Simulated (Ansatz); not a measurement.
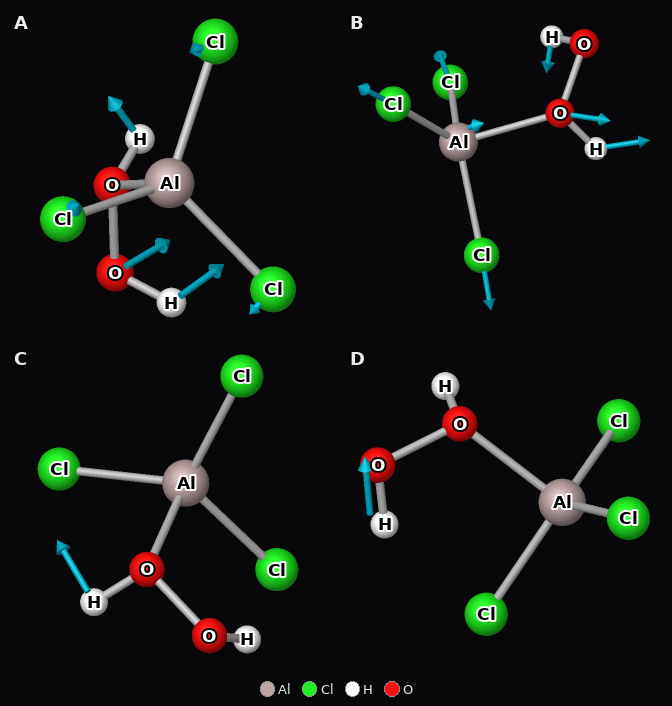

4 normal modes of one molecule or complex, as arrows. Harmonic vibrations computed with RKS PBE0-D4/def2-TZVP (Ansatz 0.2.0) at a stationary point of the same level.

**Match the panels to the wavenumbers 63 cm⁻¹, 380 cm⁻¹, 1333 cm⁻¹, 3497 cm⁻¹.**

A: 63 cm⁻¹
B: 380 cm⁻¹, in-phase stretching of 3 Al–Cl bonds
C: 1333 cm⁻¹, H–O–O bending
D: 3497 cm⁻¹, O–H stretching
